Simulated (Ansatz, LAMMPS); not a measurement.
# Glassy 50SiO2-43CaO-7P2O5 (mol %) (85 atoms): geometry optimisation, part 2 of 3

How does glassy 50SiO2-43CaO-7P2O5 (mol %) (85 atoms) relax, and what do bonds, charges and levels look like afterwards?

Ansatz 0.2.0; Kohn-Sham DFT, PBE, PAW (set soft_2), plane waves.

The cell: 15 Si, 13 Ca, 4 P and 53 O. The quench rate of 30 K/ps far exceeds what a furnace or splat quench reaches. The network of bonds at the start is that of the classical potential that made the cell. Only the Γ point is sampled, in a cell whose shortest periodic width is 11 Å.

So far. Step 3 (Single point at the start): Neighbours are counted within 2.08 Å (O-Si), 2.88 Å (O-Ca), 2.02 Å (O-P).

## 4. Relaxation

With the cell held, the atoms are moved downhill towards a nearby minimum.

File input.yaml:

```yaml
crystal:
  lattice:
    - [10.50408, 0.0, 0.0]
    - [0.0, 10.50408, 0.0]
    - [0.0, 0.0, 10.50408]
  atoms:
    [... the 85 atom lines of step 3 ...]
kpoints:
  mp_grid: { grid: [1, 1, 1] }
hamiltonian:
  xc: pbe
scf:
  occupations: { method: fermi_dirac, width: 0.025 }
output:
  forces: true
relax:
  f_tol: 0.03
  max_steps: 200
```

On the command line:

```bash
$ ansatz run input.yaml --threads 4 --pin off --max-ram 8192MiB --backend cpu --events-out ev --progress --plain --runs-dir out
```

Numbers of over 12 decimals in the logs are rounded to 6 here.

Output:

```text
[...]
Crystal: 85 atoms, lattice volume = 1158.975 Å³
Basis set: ecut = 420 eV, 22743 PW (Γ), exchange–correlation on 144×144×144 points (8 copies of the dense FFT grid, shifted against one another)
Bands: 349, of which v1, the nominal top of the filled ones, is band 264 counted from 1 (263 counted from 0)
Symmetry: 1 space group operations
[...]
k-points: 1
[...]
SCF iter   1: F=—  HF=-66349.948540 eV  |F-HF|=—  |Δ(HF+E_count)|=         —  Δρ=2.05e-3  dr2=5.33e-2  ethr=1.77e-3  ⟨swp⟩=11.0  Hψ=2290  notcnv=0  defer=28
[...]
SCF iter   6: F=-66349.957555 eV  HF=-66349.957553 eV  |F-HF|=2.15e-6  |Δ(HF+E_count)|=   8.04e-6  Δρ=2.76e-5  dr2=8.26e-6  ethr=4.26e-9  ⟨swp⟩=3.0  Hψ=1196  notcnv=0
SCF 1 converged in 6 iterations: F = -66349.957555 eV  dr2 = 8.26e-6
[...]
relax step   1: F+E_penalty+E_count = -66349.95755547 eV  Δ(F+E_penalty+E_count) = +0.000e0 eV  max|allowed force component| = 4.590e0 eV/Å  Δτ_max = 0.0000 Å  (6 SCF iters, dr2 threshold 2.25e-5 eV, accepted)
[...]
relax step   2: F+E_penalty+E_count = -66354.65517465 eV  Δ(F+E_penalty+E_count) = -4.698e0 eV  max|allowed force component| = 2.213e0 eV/Å  Δτ_max = 0.1949 Å  (7 SCF iters, dr2 threshold 1.00e-4 eV, accepted)
[...]
relax step   3: F+E_penalty+E_count = -66356.81569229 eV  Δ(F+E_penalty+E_count) = -2.161e0 eV  max|allowed force component| = 1.256e0 eV/Å  Δτ_max = 0.2000 Å  (7 SCF iters, dr2 threshold 1.00e-4 eV, accepted)
relax step   4: F+E_penalty+E_count = -66357.74433181 eV  Δ(F+E_penalty+E_count) = -9.286e-1 eV  max|allowed force component| = 6.700e-1 eV/Å  Δτ_max = 0.1926 Å  (7 SCF iters, dr2 threshold 1.00e-4 eV, accepted)
relax step   5: F+E_penalty+E_count = -66358.10735395 eV  Δ(F+E_penalty+E_count) = -3.630e-1 eV  max|allowed force component| = 4.432e-1 eV/Å  Δτ_max = 0.2000 Å  (7 SCF iters, dr2 threshold 1.00e-4 eV, accepted)
relax step   6: F+E_penalty+E_count = -66358.24048071 eV  Δ(F+E_penalty+E_count) = -1.331e-1 eV  max|allowed force component| = 4.527e-1 eV/Å  Δτ_max = 0.1565 Å  (7 SCF iters, dr2 threshold 5.59e-5 eV, accepted)
relax step   7: F+E_penalty+E_count = -66358.37955427 eV  Δ(F+E_penalty+E_count) = -1.391e-1 eV  max|allowed force component| = 3.896e-1 eV/Å  Δτ_max = 0.2000 Å  (7 SCF iters, dr2 threshold 8.97e-5 eV, accepted)
relax step   8: F+E_penalty+E_count = -66358.40851467 eV  Δ(F+E_penalty+E_count) = -2.896e-2 eV  max|allowed force component| = 2.799e-1 eV/Å  Δτ_max = 0.1201 Å  (6 SCF iters, dr2 threshold 1.00e-4 eV, accepted)
relax step   9: F+E_penalty+E_count = -66358.44032216 eV  Δ(F+E_penalty+E_count) = -3.181e-2 eV  max|allowed force component| = 3.510e-1 eV/Å  Δτ_max = 0.2000 Å  (7 SCF iters, dr2 threshold 4.04e-5 eV, accepted)
relax step  10: F+E_penalty+E_count = -66358.49100283 eV  Δ(F+E_penalty+E_count) = -5.068e-2 eV  max|allowed force component| = 1.524e-1 eV/Å  Δτ_max = 0.2000 Å  (7 SCF iters, dr2 threshold 6.36e-5 eV, accepted)
relax step  11: F+E_penalty+E_count = -66358.50681649 eV  Δ(F+E_penalty+E_count) = -1.581e-2 eV  max|allowed force component| = 2.508e-1 eV/Å  Δτ_max = 0.2000 Å  (8 SCF iters, dr2 threshold 4.37e-6 eV, accepted)
relax step  12: F+E_penalty+E_count = -66358.51616805 eV  Δ(F+E_penalty+E_count) = -9.352e-3 eV  max|allowed force component| = 1.145e-1 eV/Å  Δτ_max = 0.0358 Å  (7 SCF iters, dr2 threshold 1.19e-5 eV, accepted)
relax step  13: F+E_penalty+E_count = -66358.54623788 eV  Δ(F+E_penalty+E_count) = -3.007e-2 eV  max|allowed force component| = 1.151e-1 eV/Å  Δτ_max = 0.2000 Å  (7 SCF iters, dr2 threshold 2.74e-6 eV, accepted)
relax step  14: F+E_penalty+E_count = -66358.55395304 eV  Δ(F+E_penalty+E_count) = -7.715e-3 eV  max|allowed force component| = 8.974e-2 eV/Å  Δτ_max = 0.0282 Å  (7 SCF iters, dr2 threshold 2.76e-6 eV, accepted)
relax step  15: F+E_penalty+E_count = -66358.57331661 eV  Δ(F+E_penalty+E_count) = -1.936e-2 eV  max|allowed force component| = 1.453e-1 eV/Å  Δτ_max = 0.1562 Å  (7 SCF iters, dr2 threshold 4.90e-6 eV, accepted)
relax step  16: F+E_penalty+E_count = -66358.58537873 eV  Δ(F+E_penalty+E_count) = -1.206e-2 eV  max|allowed force component| = 3.080e-1 eV/Å  Δτ_max = 0.1913 Å  (7 SCF iters, dr2 threshold 1.28e-5 eV, accepted)
relax step  17: F+E_penalty+E_count = -66358.60714249 eV  Δ(F+E_penalty+E_count) = -2.176e-2 eV  max|allowed force component| = 3.449e-1 eV/Å  Δτ_max = 0.0948 Å  (5 SCF iters, dr2 threshold 9.49e-5 eV, accepted)
relax step  18: F+E_penalty+E_count = -66358.58426402 eV  Δ(F+E_penalty+E_count) = +2.288e-2 eV  max|allowed force component| = 7.087e-1 eV/Å  Δτ_max = 0.2000 Å  (6 SCF iters, dr2 threshold 1.00e-4 eV, rejected (line search))
relax step  19: F+E_penalty+E_count = -66358.64038917 eV  Δ(F+E_penalty+E_count) = -3.325e-2 eV  max|allowed force component| = 9.464e-2 eV/Å  Δτ_max = 0.1000 Å  (9 SCF iters, accepted)
relax step  20: F+E_penalty+E_count = -66358.64196369 eV  Δ(F+E_penalty+E_count) = -1.575e-3 eV  max|allowed force component| = 6.366e-2 eV/Å  Δτ_max = 0.1000 Å  (9 SCF iters, accepted)
relax step  21: F+E_penalty+E_count = -66358.64333070 eV  Δ(F+E_penalty+E_count) = -1.367e-3 eV  max|allowed force component| = 8.616e-2 eV/Å  Δτ_max = 0.0461 Å  (8 SCF iters, accepted)
relax step  22: F+E_penalty+E_count = -66358.64626880 eV  Δ(F+E_penalty+E_count) = -2.938e-3 eV  max|allowed force component| = 4.674e-2 eV/Å  Δτ_max = 0.0689 Å  (7 SCF iters, dr2 threshold 3.36e-6 eV, accepted)
relax step  23: F+E_penalty+E_count = -66358.64788094 eV  Δ(F+E_penalty+E_count) = -1.612e-3 eV  max|allowed force component| = 5.667e-2 eV/Å  Δτ_max = 0.0489 Å  (8 SCF iters, accepted)
relax step  24: F+E_penalty+E_count = -66358.64899530 eV  Δ(F+E_penalty+E_count) = -1.114e-3 eV  max|allowed force component| = 2.255e-2 eV/Å  Δτ_max = 0.0148 Å  (7 SCF iters, dr2 threshold 9.45e-7 eV, accepted)
[...]
relax step  25: F+E_penalty+E_count = -66358.64899531 eV  Δ(F+E_penalty+E_count) = -1.665e-8 eV  max|allowed force component| = 2.255e-2 eV/Å  Δτ_max = 0.0000 Å  (3 SCF iters, accepted)
SCF converged after 3 iterations
Free energy (F): -66358.648995 eV
[...]
Internal energy: -66358.648995 eV  (E = F + TS)
E sigma→0 (E₀):  -66358.648995 eV
Fermi energy:    6.573625 eV
[...]
--- Forces (eV/Å), atoms counted from 1 ---
  atom   1  Si     0.00892256     0.00047005     0.00284179
  atom   2  Si    -0.00415861    -0.00373207     0.00744915
  atom   3  Si    -0.01072999     0.01027839     0.00889343
  atom   4  Si    -0.00453606    -0.00438688     0.00697120
  atom   5  Si    -0.00168668     0.00026638    -0.00708500
  atom   6  Si    -0.00583130     0.00279449    -0.00055109
  atom   7  Si    -0.01448177     0.00685668    -0.00335224
  atom   8  Si    -0.00876429     0.00055450    -0.00419571
  atom   9  Si    -0.00008851    -0.00514621    -0.00254451
  atom  10  Si     0.00240765    -0.00455641    -0.01042425
  atom  11  Si     0.00754449     0.00105642     0.00086472
  atom  12  Si     0.00819276     0.00142403    -0.00142770
  atom  13  Si    -0.01558457     0.00208831     0.00587920
  atom  14  Si     0.00139779    -0.00459065     0.01002756
[...]
atom  84  O      0.00260493     0.00327366     0.00089679
  atom  85  O      0.00063719     0.00148417    -0.00147385
  max |Σ_I F_I| component: 7.99e-5 eV/Å
--- Relaxed structure (25 steps of the walk, 24 accepted, 0 SCFs on fresh bases) ---
  F+E_penalty+E_count = -66358.64899531 eV   max|allowed force component| = 2.255e-2 eV/Å
  atoms:
    - { symbol: Si, position: [0.783420, 0.363905, 0.137814] }
    - { symbol: Si, position: [0.799752, 0.315005, 0.847978] }
    - { symbol: Si, position: [0.189704, -0.024674, 0.054833] }
    - { symbol: Si, position: [0.844736, 0.971987, 0.360926] }
[...]
- { symbol: O, position: [0.164178, 0.399246, 0.661796] }
```

Run time: 3.2 min. Hardware: 4 threads of Arm Neoverse V2, shared host; peak memory 1.4 GiB.

Step by step (22 of 25):

```csv
step,energy less that of the first step (eV),largest force component (eV/Å)
1,0.0000,4.5900
2,-4.6976,2.2127
3,-6.8581,1.2563
4,-7.7868,0.6700
6,-8.2829,0.4527
7,-8.4220,0.3896
8,-8.4510,0.2799
9,-8.4828,0.3510
10,-8.5334,0.1524
11,-8.5493,0.2508
12,-8.5586,0.1145
14,-8.5964,0.0897
15,-8.6158,0.1453
16,-8.6278,0.3080
17,-8.6496,0.3449
18,-8.6267,0.7087
19,-8.6828,0.0946
20,-8.6844,0.0637
22,-8.6887,0.0467
23,-8.6903,0.0567
24,-8.6914,0.0226
25,-8.6914,0.0225
```

Relaxation step 18 was tried and not accepted.

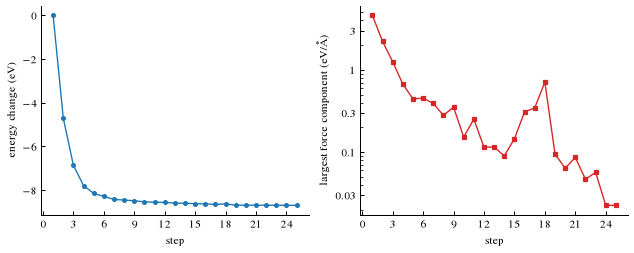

Energy and largest force along the relaxation.

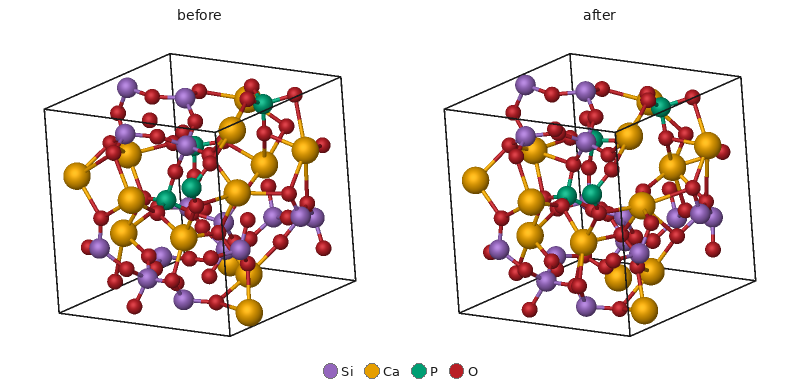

The structure before and after the relaxation, drawn at the same scale. Bonds to atoms that aren't drawn are left out.

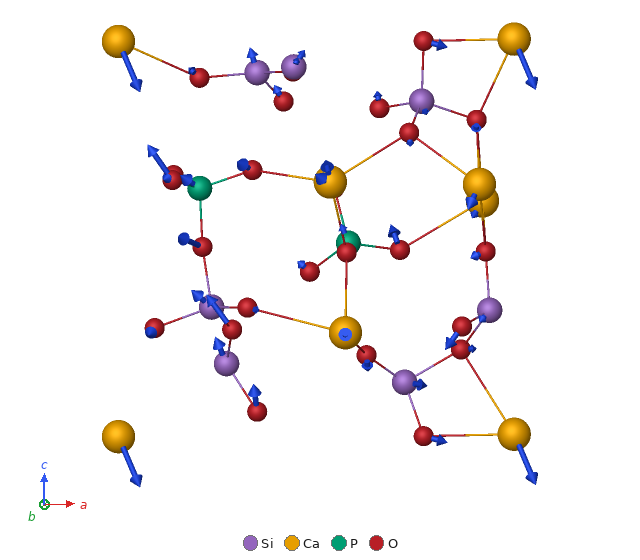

Displacements in the relaxation, exaggerated; the longest in the cell stands for 0.99 Å. Drawn is a slice 4 Å thick, seen along the normal of the ac plane. Bonds to atoms that aren't drawn are left out.

The atoms that moved most (Å):

```csv
atom,dx,dy,dz,length
Ca28,0.304,-0.561,-0.761,0.993
O80,-0.459,-0.664,0.238,0.842
O41,-0.417,-0.021,0.597,0.729
O36,-0.418,0.100,0.576,0.719
Ca21,0.211,0.395,-0.555,0.713
O50,0.497,0.188,0.461,0.703
Ca17,0.317,0.411,0.380,0.643
O52,0.169,0.527,-0.177,0.581
```

The relaxation changed the energy by -102 meV/atom, and atoms moved by 0.39 Å r.m.s., 0.99 Å at most.

## 5. Structure statistics after relaxation

Bonds before and after, by the cutoffs listed below:

```csv
pair,bonds before,bonds after,mean before (Å),mean after (Å),spread before (Å),spread after (Å)
O-Si,60,60,1.606,1.642,0.050,0.035
O-Ca,70,74,2.470,2.419,0.159,0.147
O-P,16,16,1.526,1.560,0.036,0.036
```

Density 2.74 g/cm³, 13.63 Å³ an atom.

Pair distribution functions g(r), in bins of 0.2 Å:

```csv
r (Å),total,O-O,O-Si,O-Ca,O-P,Si-Si,Si-Ca
1.40,0.06,0.00,0.00,0.00,1.00,0.00,0.00
1.60,3.50,0.00,12.35,0.00,13.38,0.00,0.00
1.80,0.13,0.00,0.58,0.00,0.00,0.00,0.00
2.00,0.00,0.00,0.00,0.00,0.00,0.00,0.00
2.20,0.36,0.00,0.00,1.91,0.00,0.00,0.00
2.40,1.10,0.38,0.00,4.97,0.00,0.00,0.00
2.60,1.60,3.46,0.00,1.32,0.00,0.00,0.00
2.80,0.86,2.06,0.00,0.35,0.00,0.00,0.00
3.00,0.68,0.80,0.13,0.22,0.25,4.54,1.31
3.20,1.11,1.27,0.90,0.53,0.41,3.71,2.04
3.40,1.02,0.88,1.04,0.80,0.75,0.00,2.59
3.60,0.90,0.73,0.93,0.57,1.33,0.00,1.65
3.80,1.08,0.70,1.56,0.88,1.35,0.27,1.66
4.00,0.94,0.57,1.77,1.05,0.69,0.00,0.77
4.20,1.13,0.70,1.80,1.29,1.61,1.41,0.66
4.40,1.06,0.82,1.24,1.35,1.44,1.25,0.49
4.60,1.08,1.13,0.71,1.18,1.44,1.73,1.35
4.80,1.14,1.31,0.75,1.37,0.94,1.62,0.73
5.00,0.98,1.26,0.76,0.96,0.61,1.00,0.57
5.20,0.90,1.06,0.90,0.86,0.80,0.75,0.44
```

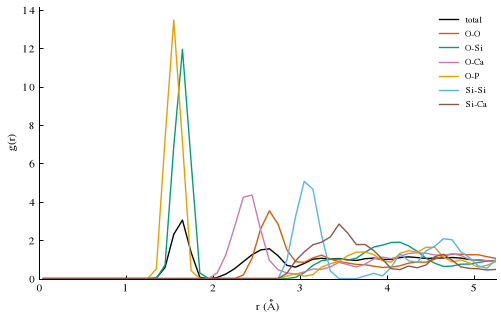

Pair distribution functions, lightly smoothed.

Bonds by pair of elements; cutoffs follow the first minimum of g(r), held within bounds set by covalent radii, and pairs that aren't listed don't count as bonded:

```csv
pair A-B,cutoff (Å),bonds,mean length (Å),spread (Å),shortest (Å),B about A,A about B
O-Si,2.08,60,1.64,0.035,1.56,1.13,4
O-Ca,2.93,74,2.42,0.147,2.11,1.40,5.69
O-P,2.02,16,1.56,0.036,1.50,0.302,4
```

How many atoms have how many bonded neighbours:

```csv
element,mean,2,3,4,5,6
Ca,5.69,0,0,0,4,9
O,2.83,19,24,10,0,0
P,4,0,0,4,0,0
Si,4,0,0,15,0,0
```

Bond angles, per cent of each kind in bins of 5°:

```csv
angle (°),O-Ca-O,O-Si-O,Ca-O-Si,Ca-O-Ca,Ca-O-P
55–60,2.9,0.0,0.0,0.0,0.0
60–65,3.4,0.0,0.0,0.0,0.0
65–70,3.4,0.0,0.0,0.0,0.0
70–75,5.1,0.0,0.0,0.0,0.0
75–80,8.6,0.0,0.0,0.0,0.0
80–85,10.9,0.0,0.0,6.8,0.0
85–90,12.6,0.0,12.1,20.5,3.9
90–95,6.9,0.0,8.6,11.4,7.7
95–100,6.3,5.6,8.6,13.6,15.4
100–105,4.0,17.8,0.0,11.4,3.9
105–110,2.3,32.2,8.6,6.8,3.9
110–115,1.7,27.8,6.9,9.1,3.9
115–120,3.4,14.4,13.8,6.8,11.5
120–125,5.1,2.2,10.3,0.0,7.7
125–130,2.3,0.0,6.9,4.5,11.5
130–135,3.4,0.0,6.9,4.5,3.9
135–140,1.1,0.0,6.9,0.0,3.9
140–145,1.7,0.0,1.7,2.3,7.7
145–150,4.6,0.0,1.7,0.0,7.7
150–155,1.7,0.0,3.5,0.0,3.9
155–160,2.3,0.0,0.0,2.3,3.9
160–165,1.7,0.0,1.7,0.0,0.0
165–170,1.7,0.0,1.7,0.0,0.0
170–175,1.7,0.0,0.0,0.0,0.0
175–180,1.1,0.0,0.0,0.0,0.0
```

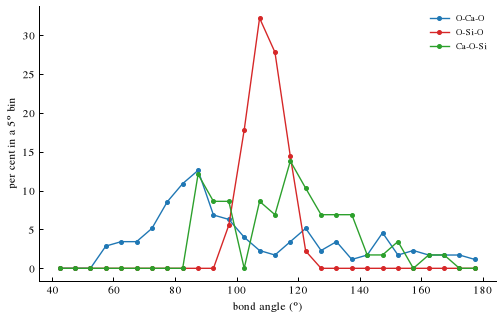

Distributions of the most common bond angles.

Bond angles (no mean is given where the spread exceeds 20°):

```csv
angle,count,mean (°),spread (°)
O-Ca-O,175,-,-
O-Si-O,90,109,5.6
Ca-O-Si,58,116,19.8
Ca-O-Ca,44,103,16.8
Ca-O-P,26,-,-
```

Oxygen atoms by the number of network formers (Si, P, Ge, B, Al, As, Ga) bound to them:

```csv
network formers bound to O,O atoms,per cent
0,0,0
1,30,56.6
2,23,43.4
```

Network units: each former by its oxygen neighbours and how many of them bridge to another former:

```csv
former,O neighbours,bridging O,atoms
Si,4,2,6
Si,4,3,6
Si,4,4,3
P,4,0,1
P,4,1,2
P,4,2,1
```

Bond length by coordination (bonds to H left out):

```csv
element,coordination,atoms,mean bond length (Å)
Ca,5,4,2.41
Ca,6,9,2.42
O,2,19,1.70
O,3,24,2.06
O,4,10,2.23
```

Rings of the network by King's shortest-path rule, up to 12 atoms, one path for each pair of neighbours; H, halogens, alkali and alkaline-earth atoms are left out, and the last column divides by all other atoms, bonded or not:

```csv
ring size (atoms),rings,per network atom
10,1,0.014
12,1,0.014
```

For some of the pairs, g(r) has its first main peak near 2.6 Å (O-O), 1.6 Å (O-Si), 2.4 Å (O-Ca), 1.6 Å (O-P), 3.1 Å (Si-Si) and 3.5 Å (Si-Ca). With the cutoffs above, 69 % of Ca atoms have 6, 45 % of O atoms have 3, all P atoms have 4 and all Si atoms have 4 bonded neighbours. 43 % of the oxygens bridge two formers (Si and P) and 57 % are non-bridging. Rings of 10 and 12 atoms are the most common (50 % each of those counted); sizes run from 10 to 12, where the search stops.

(Part 2 of 3 ends here.)

[Logs are printed without paths, hosts, clocks, repeated set-up lines and the standing remarks that a program may print on its own settings, such as how far it seeks lower states.]

[Hosts, paths, dates, database ids (printed as entryN), source tags and the programs' standing remarks are cut or masked in the printed files.]
